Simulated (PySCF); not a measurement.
# C₅H₈FNSi (SMILES N#C[C@]1(F)CCC[SiH2]1): what the fields show

```yaml
atoms:
  - { symbol: N, position_ang: [3.4169, 0.7086, 0.1825] }
  - { symbol: C, position_ang: [2.3809, 0.2356, 0.3010] }
  - { symbol: C, position_ang: [1.0518, -0.2791, 0.4466] }
  - { symbol: F, position_ang: [1.0742, -1.3769, 1.3161] }
  - { symbol: C, position_ang: [0.4522, -0.7173, -0.8924] }
  - { symbol: C, position_ang: [-1.0658, -0.7591, -0.7377] }
  - { symbol: C, position_ang: [-1.5251, 0.5758, -0.1391] }
  - { symbol: Si, position_ang: [-0.2142, 1.0169, 1.1717] }
  - { symbol: H, position_ang: [0.7341, 0.0146, -1.6531] }
  - { symbol: H, position_ang: [0.8529, -1.6909, -1.1823] }
  - { symbol: H, position_ang: [-1.5446, -0.9507, -1.6994] }
  - { symbol: H, position_ang: [-1.3286, -1.5742, -0.0605] }
  - { symbol: H, position_ang: [-1.5539, 1.3375, -0.9207] }
  - { symbol: H, position_ang: [-2.5351, 0.4944, 0.2578] }
  - { symbol: H, position_ang: [0.3194, 2.3719, 1.0620] }
  - { symbol: H, position_ang: [-0.5225, 0.6018, 2.5361] }
```

Geometry: GFN2-xTB.

All numbers below come from PySCF 2.14.0, PBE0/pcSseg-1, SCF density, gas phase, non-relativistic.

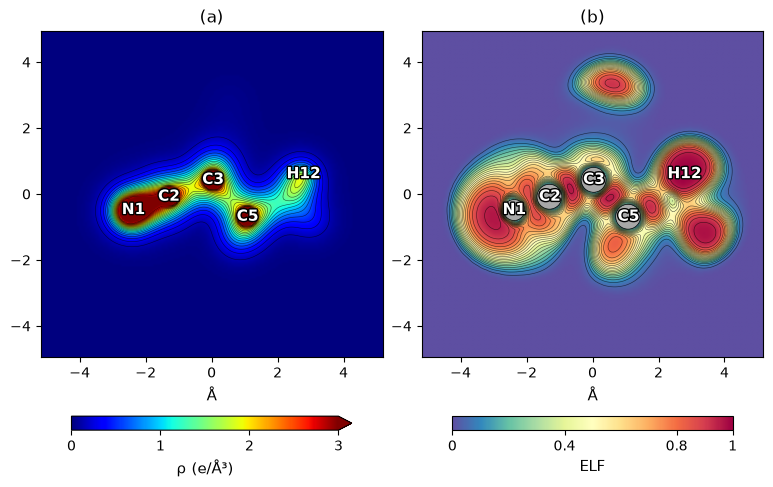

Figure 1. (a) electron density; (b) electron localisation function on the plane of atoms C2, C3 and C5. Grey discs cover the atomic cores in the ELF map.

What does the map show?

Atoms in the plane: N, C and H. C–N (1.14 Å): ρ is about 3.6 e/Å³ halfway; the ELF peaks at about 0.85 between the atoms: a multiple bond. C–C (1.43 Å): ρ at the midpoint is about 1.9 e/Å³; the ELF peaks at about 0.95 between the atoms, as expected for a covalent bond. C–C (1.53 Å): ρ at the midpoint is about 1.6 e/Å³; the ELF peaks at about 0.95 between the atoms: localised, covalent bonding. The ELF also peaks beside N1, away from the bonds: lone-pair regions.

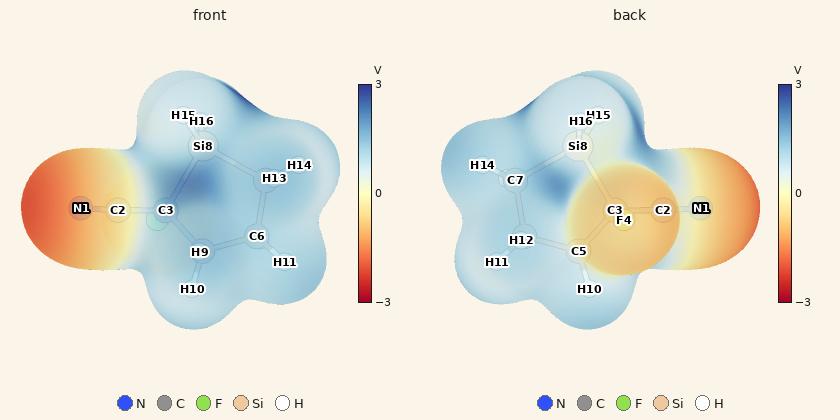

Figure 2. The molecular electrostatic potential painted on the density surface at 0.004 e/bohr³, seen from the front and from behind; the colour scale runs from red (negative) to blue (positive).

Which sites attract a positive test charge, and which a negative one?

A positive charge is drawn to the negative regions and a negative charge to the positive ones. The most negative region (about −2.0 V, or −46 kcal/mol for a unit charge) lies over N1, the most positive (about +2.5 V, or +58 kcal/mol for a unit charge) over Si8. N1 is the likeliest acceptor of a hydrogen bond.
